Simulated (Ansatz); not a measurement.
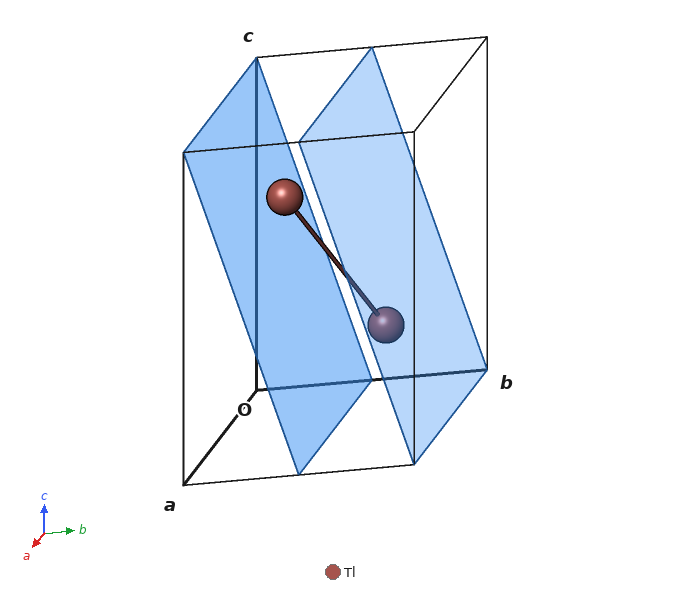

Crystal: Tl, coordinates from a relaxation with Ansatz 0.2.0, DFT, revPBE, plane waves (420 eV) with PAW, scalar-relativistic. Every member of one family of equally spaced planes, hx + ky + lz = a whole number, that cuts the unit cell is shaded (one member passes through the origin O, touching the cell only at an edge or corner). Symmetry computed with spglib at a tolerance of 0.002 Å; standard conventional cell.

a = 3.659 Å, b = 3.659 Å, c = 5.708 Å, α = 90.00°, β = 90.00°, γ = 120.00°.

**What are the Miller indices?**

(0 2 1), in four indices (0 2 −2 1); the opposite sign names the same planes. The member next to the origin meets the axes a never, b at 1/2, c at 1.

**What is the spacing?**

d = 1.527 Å.

**Which atoms of the cell lie in these planes (within 0.03 Å)?**

No atom.

**The space group is No. 194, P6₃/mmc. How many reflections hkl are equivalent to this one (itself included), and does it occur?**

12 reflections are equivalent in the Laue class 6/mmm. The space group allows the reflection.
